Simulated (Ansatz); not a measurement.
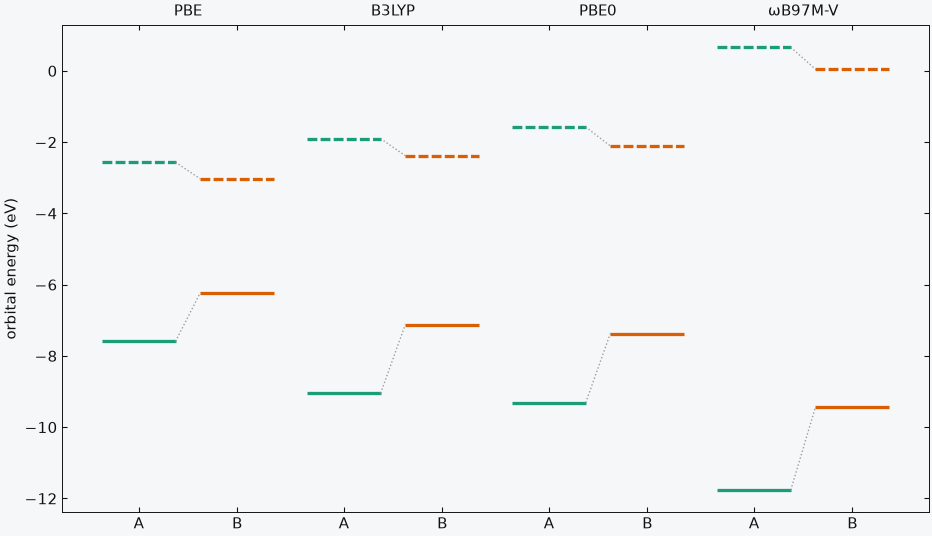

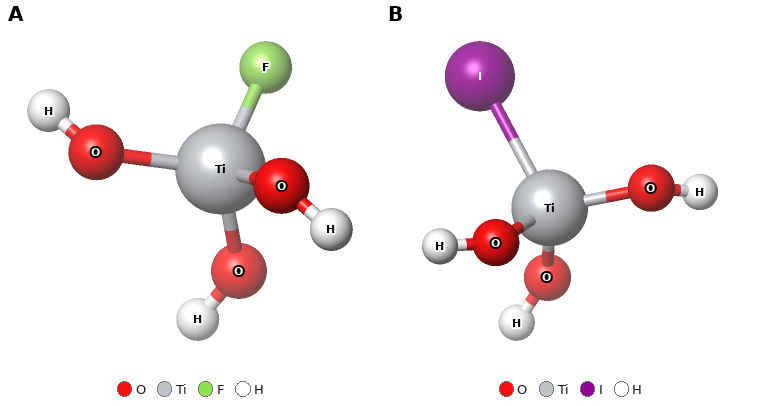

One change: A, TiH₃O₃F (SMILES [OH][Ti]([OH])([OH])[F]), becomes B, TiH₃O₃I (SMILES [OH][Ti]([OH])([OH])[I]). F on Ti is replaced by I. HOMO (solid) and LUMO (dashed) computed in def2-TZVPP at PBE0-D4/def2-TZVP geometries, both minima by their frequencies, gas phase, the Ansatz code. Empty levels above zero depend strongly on the basis.

Question: What does the change do to HOMO and LUMO?

Answer: PBE: the HOMO rises by 1.36 eV, the LUMO falls by 0.46 eV, and the separation goes from 5.02 to 3.20 eV. B3LYP: the HOMO rises by 1.92 eV, the LUMO falls by 0.48 eV, and the separation goes from 7.14 to 4.75 eV. PBE0: the HOMO rises by 1.94 eV, the LUMO falls by 0.53 eV, and the separation goes from 7.74 to 5.26 eV. ωB97M-V: the HOMO rises by 2.32 eV, the LUMO falls by 0.61 eV, and the separation goes from 12.42 to 9.49 eV.

Question: Do the functionals agree on the effect?

Answer: They agree on the direction for both levels; the HOMO shift lies between 1.36 and 2.32 eV and the LUMO shift between −0.61 and −0.46 eV, while the separations themselves differ by up to 7.4 eV between functionals.

Caveats: core potentials past krypton; spin-orbit coupling is left out, and with I it can shift these values.
